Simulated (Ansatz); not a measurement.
How methods differ on AlNH2Cl (SMILES [NH2][Al][Cl])

AlNH2Cl: 5 atoms, total charge 0, spin state doublet. As SMILES, `[NH2][Al][Cl]`. Geometry: optimised at wB97X-V/def2-SVP. This is one conformer, not always the lowest.

Quantity: the adiabatic ionisation energy (to the singlet cation, shapes relaxed at wB97X-V/def2-SVP, no zero-point term), in eV. The values are calculated.

```
               level                    kind  program  value (eV)  less CCSD(T)/def2-TZVPP  CPU time (all runs)
      UHF/def2-TZVPP            Hartree–Fock   Ansatz        7.00                    -0.22                 10 s
   USVWN5/def2-TZVPP                     LDA   Ansatz        7.31                    +0.09                5.4 s
     UPBE/def2-TZVPP                     GGA   Ansatz        7.31                    +0.09                9.1 s
 U-r2SCAN/def2-TZVPP                meta-GGA   Ansatz        7.40                    +0.18                 17 s
 UPBE0-D4/def2-TZVPP           global hybrid   Ansatz        7.36                    +0.14                 14 s
U-wB97M-V/def2-TZVPP  range-separated hybrid   Ansatz        7.12                    -0.10                 42 s
  UB2PLYP/def2-TZVPP           double hybrid   Ansatz        7.23                    +0.01                 20 s
     UMP2/def2-TZVPP     perturbation theory   Ansatz        7.17                    -0.05                 12 s
 UCCSD(T)/def2-TZVPP   coupled cluster or CI   Ansatz        7.22                     0.00              2.1 min
```

Differences are taken from UCCSD(T)/def2-TZVPP for orientation; it has basis-set and higher-order errors of its own. The values span 7.00 to 7.40 eV. CPU times are rough (shared hosts, several kinds of processor): they show what a rung costs within a factor of a few.

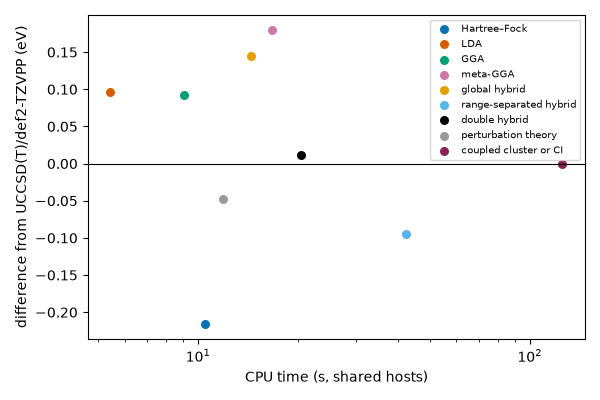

Difference from UCCSD(T)/def2-TZVPP against processor time, one point a level.
